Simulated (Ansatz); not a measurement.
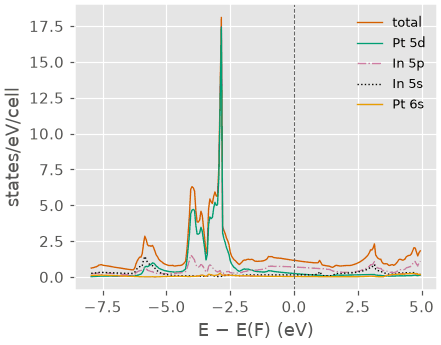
Total and projected density of states of In2Pt (fluorite or antifluorite type, Fm-3m), PBEsol (plane waves, PAW; program Ansatz)

**Question.** Which orbitals carry the states next to the Fermi level?

**Answer.** Within 0.5 eV of the Fermi level: In 5p 60 %, Pt 5d 20 %, In 5s 12 %. Projections are on Löwdin-orthogonalised atomic valence shells; empty p or d shells of many metals are not among them.

**Question.** Where is the tallest occupied peak in this window, and what makes it?

**Answer.** Near -2.8 eV, about 18 states/eV per cell; the largest projected share is Pt 5d.

The workflow started from an entry of the Crystallography Open Database (COD). Whether it is the stable phase at ambient conditions was not checked. Symmetry was held in the PBEsol relaxation; its stability against distortions is not shown here. No spin polarisation was allowed. Scalar-relativistic: spin–orbit coupling is off unless named, which matters more the heavier the elements.

Potentials: the later of the program's two PAW sets.
